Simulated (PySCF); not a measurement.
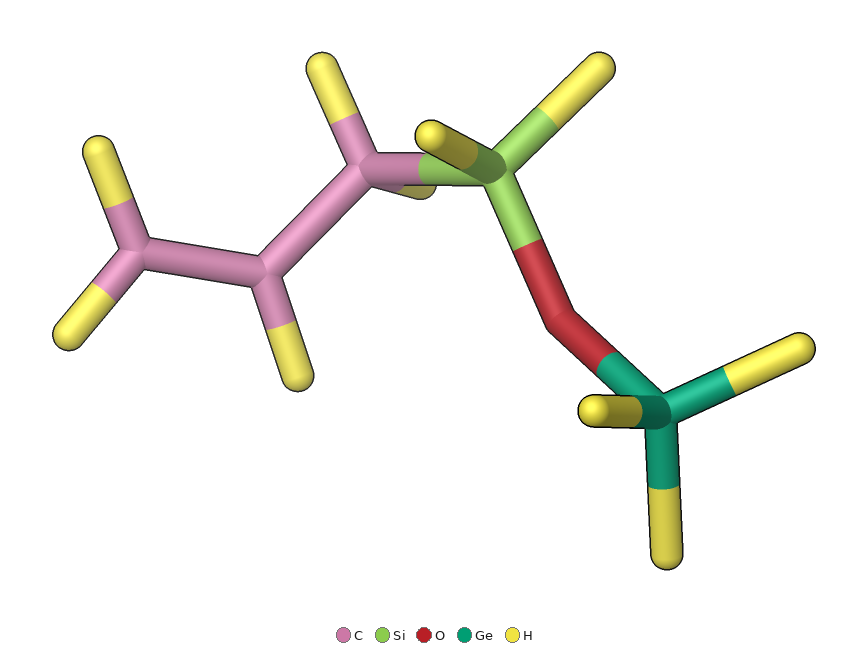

Computed geometry: PBE0-D3(BJ)/def2-SVP optimisation. No frequency run is at hand to confirm it as a minimum. Properties computed with ωB97X-D/def2-SVPD in cyclohexane (IEF-PCM) (PySCF 2.14.0). Excitations: vertical, linear response.

> Estimate the lowest vertical singlet excitation.

6.55 eV.

> Give the HOMO–LUMO gap at this level.

10.41 eV.

> What is the mean static polarisability?

109.2 bohr³.

> Give the HOMO energy (Kohn–Sham orbital) at this level.

−8.89 eV.
